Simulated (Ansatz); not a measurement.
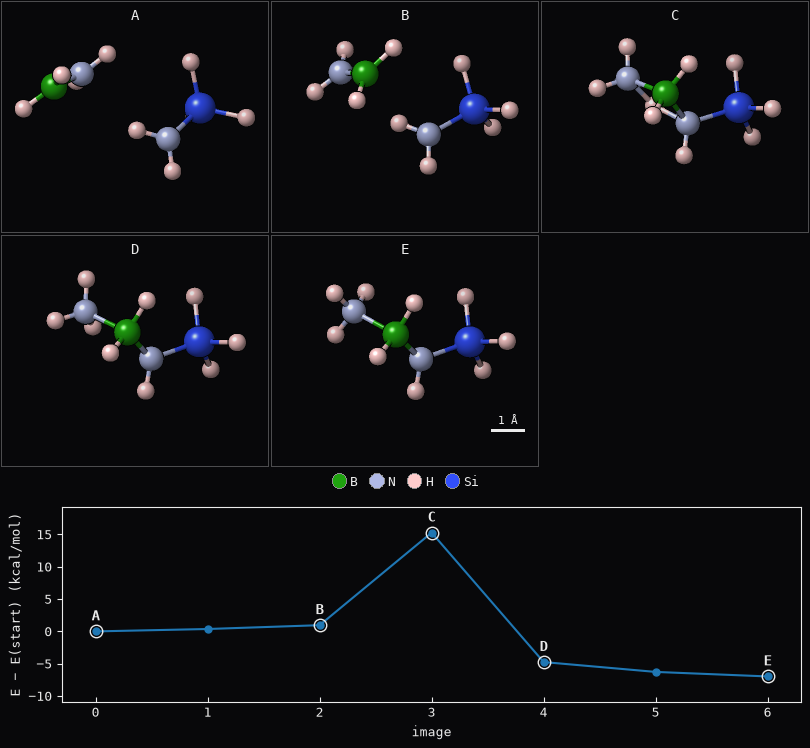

NEB run on BSiN2H9, made up at the start of BNH4 and SiNH₅. Images are numbered from 0 (start) to 6 (end). Frames A to E are images 0, 2, 3, 4, 6. The picture is a ball-and-stick view, seen at a tilt.

These are results of Ansatz 0.2.0, RKS CAM-B3LYP/6-31G*, not measurements. Settings: 5 movable images; climbing image; force threshold 0.05 eV/Å; iteration limit 60; starting path through a guess of the saddle point.

Question: What happens along the path, and what is the barrier?

Answer: Breaking: H–N (1.01 → 2.76 Å). Forming: B–N (3.98 → 1.50 Å), H–N (2.46 → 1.02 Å). The highest point, image 3, lies 15.3 kcal/mol above the start and 22.2 kcal/mol above the end; the end is at −7.0 kcal/mol relative to the start. The band converged in 30 iterations. The largest component of the band force went from 23 to 0.046 eV/Å. The climbing image converged on the top of the path. Its vibrational analysis gives one imaginary mode (1507i cm⁻¹), as a transition state must have.

Limits of the set-up: the start holds two separate molecules, 2.5 Å apart at their closest, whose relative position is a soft coordinate and is computed without a dispersion correction.

Cost: 6.3 min on 2 threads of Arm Neoverse V1 (shared host), peak memory 0.2 GiB.
